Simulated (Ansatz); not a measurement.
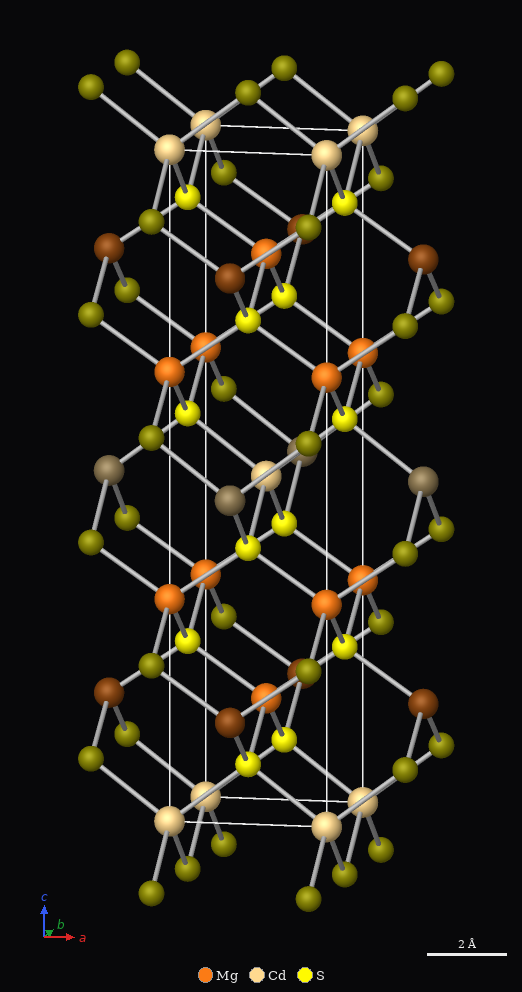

Drawn in the ball-and-stick manner and seen slightly off an axis. One conventional unit cell is framed, with atoms on its boundary repeated. The bonded neighbours beyond the faces are included, in fainter colours.

Mg$_{2}$CdS$_{3}$, space group I-4m2 (No. 119), a = 4.090 Å, b = 4.090 Å, c = 17.249 Å, α = 90.00°, β = 90.00°, γ = 90.00°. Source of the structure: a structure type filled with these elements by a generator (whether the compound takes this form wasn't checked). Earlier steps of the study, as a rule a relaxation of our own, may have changed the cell and positions, so they can lie some per cent off the listed ones. A calculation with Ansatz used it as input.

This one geometry was computed with Ansatz (DFT, plane waves, PAW) at three levels of theory: r2SCAN, HSE06 and PBE.

How does the band gap change with the level of theory?

PBE: a gap of 2.38 eV, direct; r2SCAN: a gap of 2.92 eV, direct; HSE06: a gap of 3.41 eV, direct.

Collect the results in a table.

| level | cutoff (eV) | k-mesh of the run's cell | gap (eV) | pressure (GPa) |
| --- | --- | --- | --- | --- |
| r2SCAN | 500 | 10×10×10 | 2.92 | -1.2 |
| HSE06 | 420 | 6×6×6 | 3.41 | -1.1 |
| PBE | 420 | 10×10×10 | 2.38 | 0.0 |

Gaps are taken on the k-mesh or band path of each run.
